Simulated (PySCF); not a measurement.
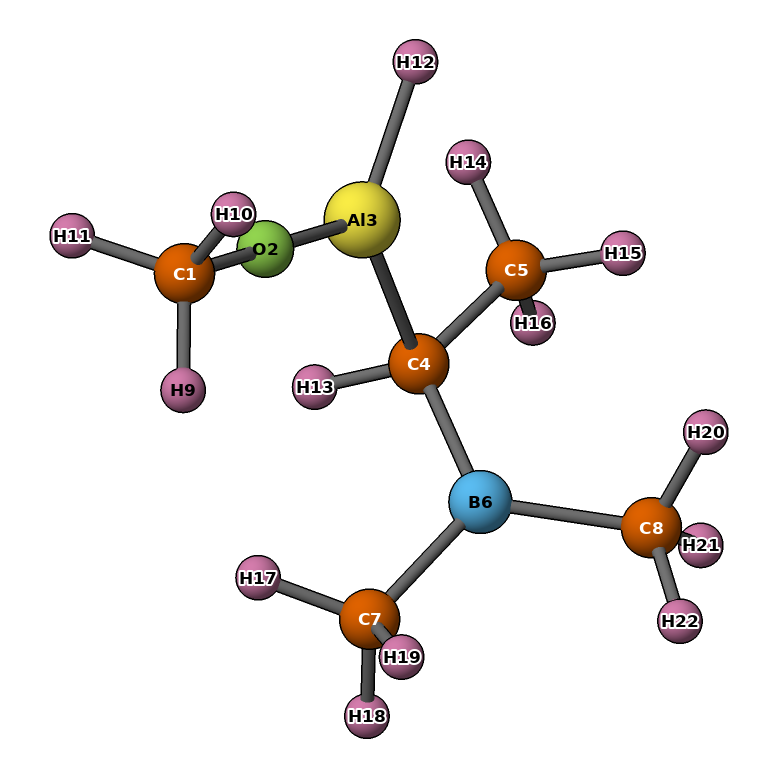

The questions are on isotropic NMR shieldings of the C atoms. The computed structure is the end point of a GFN2-xTB optimisation. No frequency run is at hand to confirm it as a minimum. Level of theory: GIAO PBE0/pcSseg-1 NMR shielding, non-relativistic, gas phase (PySCF 2.14.0).

List the isotropic NMR shieldings of the C atoms.

```json
{"atom": "C1", "σ (ppm)": "129.5"}
{"atom": "C4", "σ (ppm)": "140.8"}
{"atom": "C5", "σ (ppm)": "173.1"}
{"atom": "C7", "σ (ppm)": "171.4"}
{"atom": "C8", "σ (ppm)": "176.5"}
```

The geometry is semi-empirical. Around Al, B such bond lengths and angles can be off by a tenth of an ångström or more and by several degrees, and values that hang on the shape move with them.
